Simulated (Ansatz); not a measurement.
L1₀ (CuAu-type) TiAl was calculated with PBE (PAW; Ansatz, a first-principles code).

Run with plane-wave cutoff 520 eV, 20×20×14 k mesh (along the axes of the cell as run), Fermi–Dirac smearing 0.05 eV, no spin polarisation, scalar-relativistic PAW data made under PBE.

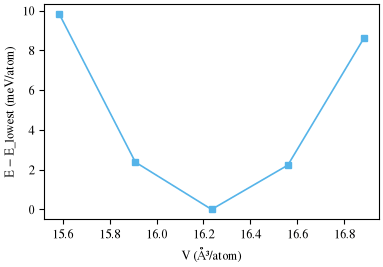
Figure. Total energy against volume

Task: From the curve, estimate the equilibrium volume and the bulk modulus.

Result: V0 ≈ 16.2 Å³/atom and B0 ≈ 110 GPa; the fit gives V0 = 16.235 Å³/atom, B0 = 113 GPa, B′ = 3.9.

Shape and atoms are relaxed at each volume.

Cost on a shared machine: about 4 core-minutes (a rough figure).
